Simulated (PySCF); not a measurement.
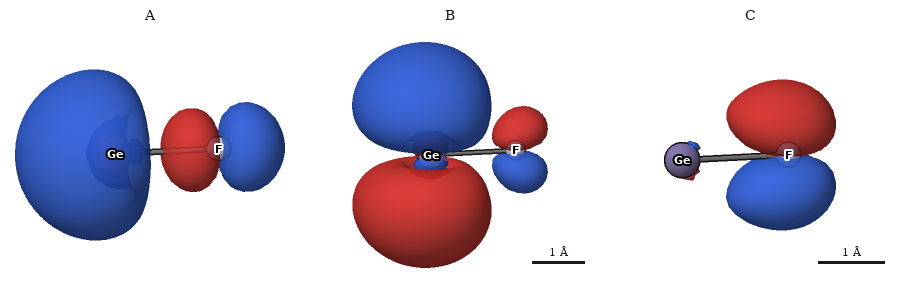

GeF (charge +1). Three frontier orbitals, each drawn at the value that holds 80 % of its norm (blue and red are the two phases), in no order; of a degenerate pair one member is drawn.

All numbers below come from PBE0/def2-TZVPPD, non-relativistic Hamiltonian with scalar-relativistic core potentials where named, at a bond length of 1.680 Å (PySCF 2.14.0).

Question: Name the orbitals and rank them from lowest to highest energy.

Answer: Orbital C: π, occupied, −19.35 eV; mainly on F (85 %).
Orbital A: σ, occupied, −17.80 eV; shared between the atoms (Ge 70 %, F 30 %).
Orbital B: π, empty, −9.90 eV; mainly on Ge (90 %).
